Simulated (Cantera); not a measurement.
A closed system holds: 1 mol CH2F2, 18 mol H2, at 7.40 Pa.

Method: chemical equilibrium by Gibbs-energy minimisation in Cantera with the NASA 1993 tables (ideal gas, pure condensed phases). Candidate condensed phases: C, C6H6, C7H8, C8H18; 95 gas species. Rates play no part.

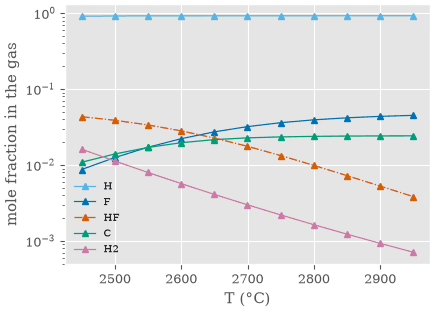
Figure. Equilibrium gas composition (values under 1e-9 drawn at 1e-9)

Question: Read off the mole fractions at 2600 °C.

Answer: H about 0.92, HF about 0.028, F about 0.022, C about 0.020, H2 about 0.0057.
